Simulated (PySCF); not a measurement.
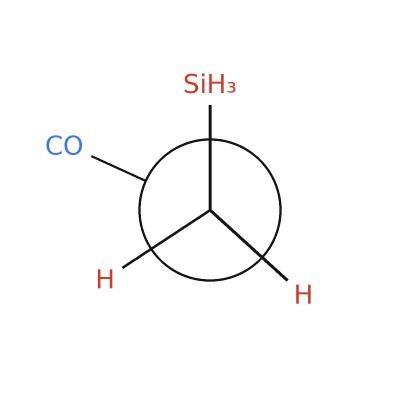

A Newman projection along the C–P bond, carbon in front; angles are drawn as computed, but eclipsed bonds slightly apart. Geometry: a frame of a GFN2-xTB molecular-dynamics simulation, not a minimum.

Question: Which molecule is it?

Answer: C2H5OPSi, O=C=PC[SiH3]

Question: What is the torsion angle from the front SiH3 to the back CO? The sign is positive where the front bond must turn clockwise to cover the back bond.

Answer: −66°, synclinal (gauche).
